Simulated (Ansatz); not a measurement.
Electronic density of states of amorphous Al5Cr5Ta5Ti5Zr5N25, density 7.34 g/cm³, on a 2×2×2 Γ-centred mesh with a Gaussian width of 0.1 eV; energies count from the Fermi level. Cell and mesh are small, so fine structure isn't converged. Computed with PBE, scalar-relativistic without spin-orbit coupling (plane waves to 420 eV, PAW; Ansatz, a program for electronic structure). Sampling: a 2×2×2 Γ-centred mesh; Fermi-Dirac width 0.1 eV; no spin polarisation, though the count of electrons is odd.

It comes from a melt-quench run on a machine-learned potential (CHGNet), relaxed afterwards by DFT. N atoms were pushed apart under 1.9 Å during the dynamics, to hinder bonds among them. The hot cell started wider than the set density and was brought back towards it in steps. It is the lowest in DFT energy of 2 quenches. It is a model cell: composition and starting density were chosen by hand, and all elements were melted together. No dispersion term was used. Its density started from a set value of 7.33 and ended at 7.34 g/cm³. Cooling (nominally 250 K/ps over its main leg) ran many orders faster than in experiment, which tends to leave more defects and strain. A cell of this size samples the disorder only roughly. The volume was free in the relaxation, at fixed shape. Stress components on the final sampling reach 4.1 GPa. On a 2×2×2 Γ-centred mesh force components of up to 0.32 eV/Å stay, since the relaxation ran on one k-point at (1/4, 1/4, 1/4).

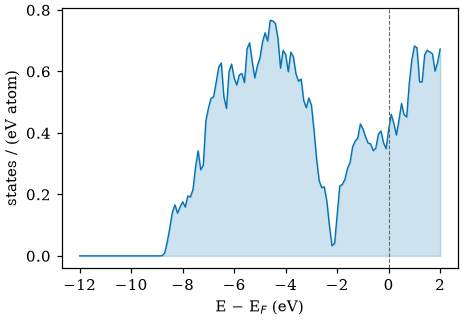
Density of states per atom
